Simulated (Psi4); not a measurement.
Frequency calculation of CH3OZn (part 2 of 2)

CH3OZn, multiplicity 2, SMILES C[O][Zn]; SVWN-RPA/6-31G**, UKS (Psi4 1.11). The run did not end well. The geometry was optimised with SVWN-RPA/6-31G**.

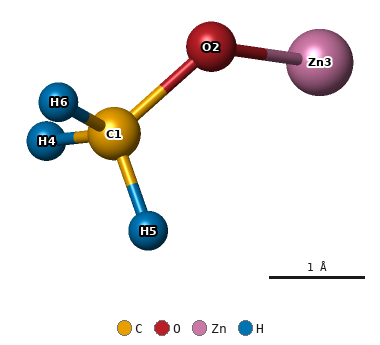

The input geometry (ball-and-stick view, seen at a tilt; atoms are numbered from 1 in the order of the input). Sticks mark near contacts.

### The program's output, continued
```
  -Total Gradient:
     Atom            X                  Y                   Z
    ------   -----------------  -----------------  -----------------
       1       -0.000029230624     0.000026911374    -0.000005246965
       2       -0.000055819103     0.000023952306    -0.000073713367
       3       -0.000002803079     0.000001069122     0.000009447505
       4       -0.000018510548     0.000010926157    -0.000007024588
       5       -0.000044259918     0.000013784285    -0.000003909790
       6       -0.000042623917     0.000013003862    -0.000010640601

	total time  =          0 seconds =       0.00 minutes

  Based on options and gradient (rms=2.94E-05), recommend projecting translations and projecting rotations.
hessian() will perform analytic frequency computation.

   => Loading Basis Set <=

    Name: 6-31G**
    Role: ORBITAL
    Keyword: BASIS

         ---------------------------------------------------------
                                   SCF
                              UKS Reference
                        1 Threads,   1525 MiB Core
         ---------------------------------------------------------

  ==> Geometry <==

    Molecular point group: c1
    Full point group: C1

    Geometry (in Bohr), charge = 0, multiplicity = 2:

       Center              X                  Y                   Z               Mass
    ------------   -----------------  -----------------  -----------------  -----------------
         C            2.985005285709    -0.975605554764     2.244699728382    12.000000000000
         O            0.757904465709     0.364603335236     1.822740898382    15.994914619570
         ZN          -0.922600634291     0.155849065236    -0.991892781618    63.929142010000
         H            2.742857665709    -3.058159334764     2.170994738382     1.007825032230
         H            4.534232995709    -0.472726754764     0.922656778382     1.007825032230
         H            3.675590575709    -0.525204454764     4.169387678382     1.007825032230

  Running in c1 symmetry.

  Rotational constants: A =      1.76194  B =      0.14729  C =      0.13957 [cm^-1]
  Rotational constants: A =  52821.65055  B =   4415.71914  C =   4184.09627 [MHz]
  Nuclear repulsion =  156.139929678131665

  Charge       = 0
  Multiplicity = 2
  Electrons    = 47
  Nalpha       = 24
  Nbeta        = 23

  ==> Algorithm <==

  SCF Algorithm Type is DF.
  DIIS enabled.
  MOM disabled.
  Fractional occupation disabled.
  Guess Type is SAD.
  Energy threshold   = 1.00e-08
  Density threshold  = 1.00e-08
  Integral threshold = 1.00e-12

  ==> Primary Basis <==

  Basis Set: 6-31G**
    Blend: 6-31G**
    Number of shells: 33
    Number of basis functions: 84
    Number of Cartesian functions: 84
    Spherical Harmonics?: false
    Max angular momentum: 3

  ==> DFT Potential <==

   => LibXC <=

    Version 7.1.2

   => Composite Functional: SVWN <=

    Slater exchange
    Vosko, Wilk & Nusair (VWN5_RPA)

    Deriv               =              1
    GGA                 =          FALSE
    Meta                =          FALSE

    Exchange Hybrid     =          FALSE
    MP2 Hybrid          =          FALSE

   => Exchange Functionals <=

    1.0000         XC_LDA_X

   => Correlation Functionals <=

    1.0000   XC_LDA_C_VWN_RPA

   => LibXC Density Thresholds  <==

    XC_LDA_C_VWN_RPA:  1.00E-15
    XC_LDA_X:  1.00E-15

   => Molecular Quadrature <=

    Radial Scheme          =       TREUTLER
    Pruning Scheme         =           NONE
    Nuclear Scheme         =       TREUTLER

    Blocking Scheme        =         OCTREE
    BS radius alpha        =              1
    Pruning alpha          =              1
    Radial Points          =             75
    Spherical Points       =            302
    Total Points           =         130458
    Total Blocks           =           1035
    Max Points             =            256
    Max Functions          =             83
    Weights Tolerance      =       1.00E-15

   => Loading Basis Set <=

    Name: (6-31G** AUX)
    Role: JKFIT
    Keyword: DF_BASIS_SCF

  ==> Integral Setup <==

  DFHelper Memory: AOs need 0.039 GiB; user supplied 1.056 GiB.
  SCF_SUBTYPE=INCORE selected. In-core MEM_DF algorithm will be used.
  Using in-core AOs.

  ==> MemDFJK: Density-Fitted J/K Matrices <==

    J tasked:                   Yes
    K tasked:                    No
    wK tasked:                   No
    Memory [MiB]:              1080
    Algorithm:                 Core
    Schwarz Cutoff:           1E-12
    Mask sparsity (%):       2.3810
    Fitting Condition:        1E-10

   => Auxiliary Basis Set <=

  Basis Set: (6-31G** AUX)
    Blend: CC-PVDZ-JKFIT + DEF2-UNIVERSAL-JKFIT
    Number of shells: 133
    Number of basis functions: 614
    Number of Cartesian functions: 614
    Spherical Harmonics?: false
    Max angular momentum: 6

  Cached 100.0% of DFT collocation blocks in 0.062 [GiB].

  Minimum eigenvalue in the overlap matrix is 1.0822745581E-03.
  Reciprocal condition number of the overlap matrix is 1.6760958694E-04.
    Using symmetric orthogonalization.

  ==> Pre-Iterations <==

  SCF Guess: Superposition of Atomic Densities via on-the-fly atomic UHF (no occupation information).

   -------------------------
    Irrep   Nso     Nmo
   -------------------------
     A         84      84
   -------------------------
    Total      84      84
   -------------------------

  ==> Iterations <==

                           Total Energy        Delta E     RMS |[F,P]|

   @DF-UKS iter SAD: -1888.45290861684907   -1.88845e+03   0.00000e+00
   @DF-UKS iter   1: -1888.76936227473493   -3.16454e-01   4.01730e-02 ADIIS/DIIS
   @DF-UKS iter   2: -1841.13746033904090    4.76319e+01   1.00536e-01 ADIIS
   @DF-UKS iter   3: -1889.55305605080730   -4.84156e+01   3.78618e-02 ADIIS/DIIS
   @DF-UKS iter   4: -1891.23436430691231   -1.68131e+00   4.72180e-03 ADIIS/DIIS
   @DF-UKS iter   5: -1890.96924478659321    2.65120e-01   9.70852e-03 ADIIS/DIIS
   @DF-UKS iter   6: -1891.29823352098083   -3.28989e-01   1.89437e-03 ADIIS/DIIS
   @DF-UKS iter   7: -1891.30710166260587   -8.86814e-03   5.69846e-04 ADIIS/DIIS
   @DF-UKS iter   8: -1891.30801465019408   -9.12988e-04   8.42390e-05 DIIS
   @DF-UKS iter   9: -1891.30803999467662   -2.53445e-05   2.40601e-05 DIIS
   @DF-UKS iter  10: -1891.30804136475990   -1.37008e-06   3.64973e-06 DIIS
   @DF-UKS iter  11: -1891.30804140047508   -3.57152e-08   1.50165e-06 DIIS
   @DF-UKS iter  12: -1891.30804140869850   -8.22342e-09   3.06622e-07 DIIS
   @DF-UKS iter  13: -1891.30804140900273   -3.04226e-10   3.48928e-08 DIIS
   @DF-UKS iter  14: -1891.30804140900773   -5.00222e-12   1.42813e-08 DIIS
   @DF-UKS iter  15: -1891.30804140900955   -1.81899e-12   2.11038e-09 DIIS
  Energy and wave function converged.

  ==> Post-Iterations <==

   Electrons on quadrature grid:
      Nalpha   =   23.9999870019 ; deviation = -1.300e-05
      Nbeta    =   22.9999878219 ; deviation = -1.218e-05
      Ntotal   =   46.9999748238 ; deviation = -2.518e-05

   @Spin Contamination Metric:   1.146366570E-03
   @S^2 Expected:                7.500000000E-01
   @S^2 Observed:                7.511463666E-01
   @S   Expected:                5.000000000E-01
   @S   Observed:                5.000000000E-01

    Orbital Energies [Eh]
    ---------------------

    Alpha Occupied:

       1A   -345.007080     2A    -41.590170     3A    -36.719035
       4A    -36.717369     5A    -36.716715     6A    -18.628458
       7A     -9.842137     8A     -4.568519     9A     -3.019486
      10A     -3.018667    11A     -3.016975    12A     -0.907592
      13A     -0.606979    14A     -0.453151    15A     -0.408806
      16A     -0.407077    17A     -0.371851    18A     -0.371039
      19A     -0.369314    20A     -0.368871    21A     -0.347794
      22A     -0.259107    23A     -0.229913    24A     -0.191913

    Alpha Virtual:

      25A     -0.058976    26A     -0.051298    27A      0.010370
      28A      0.076589    29A      0.108414    30A      0.119094
      31A      0.132948    32A      0.146786    33A      0.157883
      34A      0.181334    35A      0.272237    36A      0.482796
      37A      0.519916    38A      0.540874    39A      0.765031
      40A      0.774882    41A      0.838222    42A      0.896411
      43A      0.919128    44A      0.956380    45A      1.056472
      46A      1.094057    47A      1.204419    48A      1.234300
      49A      1.238119    50A      1.298633    51A      1.390135
      52A      1.485798    53A      1.562015    54A      1.721282
      55A      1.826368    56A      1.896346    57A      1.900947
      58A      1.939115    59A      1.942966    60A      1.959157
      61A      1.984948    62A      1.986598    63A      2.058757
      64A      2.070954    65A      2.244613    66A      2.245386
      67A      2.254470    68A      2.259849    69A      2.279645
      70A      2.290613    71A      2.426346    72A      2.485820
      73A      2.591903    74A      2.595198    75A      2.685363
      76A      2.738689    77A      2.805853    78A      3.048182
      79A      3.137507    80A      3.312503    81A      3.332667
      82A      3.776467    83A      4.315157    84A     47.060507

    Beta Occupied:

       1A   -345.006229     2A    -41.588780     3A    -36.716900
       4A    -36.716490     5A    -36.715897     6A    -18.623250
       7A     -9.842111     8A     -4.565701     9A     -3.016174
      10A     -3.015707    11A     -3.014168    12A     -0.899587
      13A     -0.604048    14A     -0.446515    15A     -0.405155
      16A     -0.405143    17A     -0.367584    18A     -0.367386
      19A     -0.365272    20A     -0.365093    21A     -0.342046
      22A     -0.247774    23A     -0.224786

    Beta Virtual:

      24A     -0.158338    25A     -0.041405    26A     -0.035020
      27A      0.020952    28A      0.086947    29A      0.115101
      30A      0.125738    31A      0.134380    32A      0.154276
      33A      0.169860    34A      0.189824    35A      0.289553
      36A      0.484840    37A      0.520735    38A      0.543798
      39A      0.767491    40A      0.775387    41A      0.840202
      42A      0.901245    43A      0.923810    44A      0.959485
      45A      1.067342    46A      1.101895    47A      1.231947
      48A      1.246250    49A      1.247938    50A      1.303731
      51A      1.396242    52A      1.492280    53A      1.568920
      54A      1.727120    55A      1.828241    56A      1.904302
      57A      1.908085    58A      1.945595    59A      1.949671
      60A      1.960516    61A      1.989154    62A      1.993865
      63A      2.079982    64A      2.089302    65A      2.254539
      66A      2.255398    67A      2.267221    68A      2.271958
      69A      2.292820    70A      2.306393    71A      2.430345
      72A      2.489011    73A      2.594493    74A      2.602264
      75A      2.687188    76A      2.739831    77A      2.811631
      78A      3.049220    79A      3.143731    80A      3.312891
      81A      3.334496    82A      3.783734    83A      4.315909
      84A     47.064769

    Final Occupation by Irrep:
              A
    DOCC [    23 ]
    SOCC [     1 ]
    NA   [    24 ]
    NB   [    23 ]

  @DF-UKS Final Energy: -1891.30804140900955

   => Energetics <=

    Nuclear Repulsion Energy =            156.1399296781316650
    One-Electron Energy =               -2950.1456460579138366
    Two-Electron Energy =                 986.0869623109942950
    DFT Exchange-Correlation Energy =     -83.3892873402214718
    Empirical Dispersion Energy =           0.0000000000000000
    VV10 Nonlocal Energy =                  0.0000000000000000
    Total Energy =                      -1891.3080414090095474

  UHF NO Occupations:
  HONO-2 :   22  A 1.9998416
  HONO-1 :   23  A 1.9997201
  HONO-0 :   24  A 1.0000000
  LUNO+0 :   25  A 0.0002799
  LUNO+1 :   26  A 0.0001584
  LUNO+2 :   27  A 0.0000813
  LUNO+3 :   28  A 0.0000196

Computation Completed

Properties will be evaluated at   0.000000,   0.000000,   0.000000 [a0]

Properties computed using the SCF density matrix

 Multipole Moments:

 ------------------------------------------------------------------------------------
     Multipole            Electronic (a.u.)      Nuclear  (a.u.)        Total (a.u.)
 ------------------------------------------------------------------------------------

 L = 1.  Multiply by 2.5417464519 to convert [e a0] to [Debye]
 Dipole X            :         -7.1069920            7.2479296            0.1409377
 Dipole Y            :          2.0727168           -2.3174252           -0.2447084
 Dipole Z            :         -5.8565379            5.5563813           -0.3001566
 Magnitude           :                                                    0.4121161

 ------------------------------------------------------------------------------------

	total time  =          5 seconds =       0.08 minutes

         ------------------------------------------------------------
                                   SCF HESS
         ------------------------------------------------------------

  ==> Geometry <==

    Molecular point group: c1
    Full point group: C1

    Geometry (in Bohr), charge = 0, multiplicity = 2:

       Center              X                  Y                   Z               Mass
    ------------   -----------------  -----------------  -----------------  -----------------
         C            2.985005285709    -0.975605554764     2.244699728382    12.000000000000
         O            0.757904465709     0.364603335236     1.822740898382    15.994914619570
         ZN          -0.922600634291     0.155849065236    -0.991892781618    63.929142010000
         H            2.742857665709    -3.058159334764     2.170994738382     1.007825032230
         H            4.534232995709    -0.472726754764     0.922656778382     1.007825032230
         H            3.675590575709    -0.525204454764     4.169387678382     1.007825032230

  Nuclear repulsion =  156.139929678131665

  ==> Basis Set <==

  Basis Set: 6-31G**
    Blend: 6-31G**
    Number of shells: 33
    Number of basis functions: 84
    Number of Cartesian functions: 84
    Spherical Harmonics?: false
    Max angular momentum: 3

  ==> DFT Potential <==

   => LibXC <=

    Version 7.1.2

   => Composite Functional: SVWN <=

    Slater exchange
    Vosko, Wilk & Nusair (VWN5_RPA)

    Deriv               =              1
    GGA                 =          FALSE
    Meta                =          FALSE

    Exchange Hybrid     =          FALSE
    MP2 Hybrid          =          FALSE

   => Exchange Functionals <=

    1.0000         XC_LDA_X

   => Correlation Functionals <=

    1.0000   XC_LDA_C_VWN_RPA

   => LibXC Density Thresholds  <==

    XC_LDA_C_VWN_RPA:  1.00E-15
    XC_LDA_X:  1.00E-15

   => Molecular Quadrature <=

    Radial Scheme          =       TREUTLER
    Pruning Scheme         =           NONE
    Nuclear Scheme         =       TREUTLER

    Blocking Scheme        =         OCTREE
    BS radius alpha        =              1
    Pruning alpha          =              1
    Radial Points          =             75
    Spherical Points       =            302
    Total Points           =         130458
    Total Blocks           =           1035
    Max Points             =            256
    Max Functions          =             83
    Weights Tolerance      =       1.00E-15

  ==> DFJKGrad: Density-Fitted SCF Gradients <==

    Gradient:                    2
    J tasked:                  Yes
    K tasked:                   No
    wK tasked:                  No
    Integrals threads:           1
    Memory [MiB]:             1144
    Schwarz Cutoff:          1E-12
    Fitting Condition:       1E-10

   => Auxiliary Basis Set <=

  Basis Set: (6-31G** AUX)
    Blend: CC-PVDZ-JKFIT + DEF2-UNIVERSAL-JKFIT
    Number of shells: 133
    Number of basis functions: 614
    Number of Cartesian functions: 614
    Spherical Harmonics?: false
    Max angular momentum: 6
```

The run was set up as follows.

### The input (calc.py)
```python
import psi4

psi4.set_memory('1600 MB')
psi4.set_num_threads(1)
psi4.core.set_output_file('ch3ozn.out', False)

geom = psi4.geometry("""
0 2
C      0.69642644    -0.26213525     0.56874898
O     -1.53067438     1.07807364     0.14679015
Zn    -3.21117948     0.86931937    -2.66784353
H      0.45427882    -2.34468903     0.49504399
H      2.24565415     0.24074355    -0.75329397
H      1.38701173     0.18826585     2.49343693
units au
symmetry c1
""")

options = {'basis': '6-31G**', 'reference': 'uks', 't': 298.15}
psi4.set_options(options)

E, wfn = psi4.frequencies('svwn', return_wfn=True)
print(f'total energy {E:.8f} hartree = {E * 27.211386:.5f} eV')
print('wavenumbers / cm^-1:', wfn.frequencies().np.round(1))
for k in ('ZPVE', 'ENTHALPY', 'GIBBS FREE ENERGY'):
    print(f'{k}: {psi4.variable(k):.8f} Eh')
```

Command:
```bash
python calc.py
```

### Outcome

| quantity | value |
| --- | --- |
| outcome | ended with an error |
| hardware | 1 thread of Intel Xeon @ 2.90GHz (Ice Lake), 64 GiB of memory available, shared host |
| wall time | 14 s |
| peak memory | 0.38 GiB |

The run ended with an error: “RuntimeError: Engine::lmax_exceeded -- angular momentum limit exceeded”
